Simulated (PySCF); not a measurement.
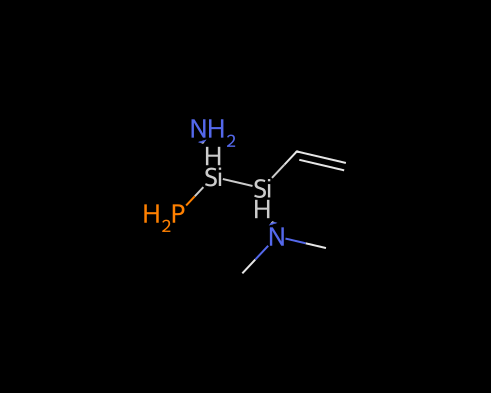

Computed geometry: GFN2-xTB optimisation. No frequency run is at hand to confirm it as a minimum. Level of theory: PBE0/pcSseg-1, gas phase (PySCF 2.14.0).

Estimate the HOMO energy (Kohn–Sham orbital).

−6.23 eV.

Estimate the dipole moment.

2.31 D.

Estimate the HOMO–LUMO gap.

5.65 eV.

The geometry is semi-empirical. Around P, Si such bond lengths and angles can be off by a tenth of an ångström or more and by several degrees, and values that hang on the shape move with them.
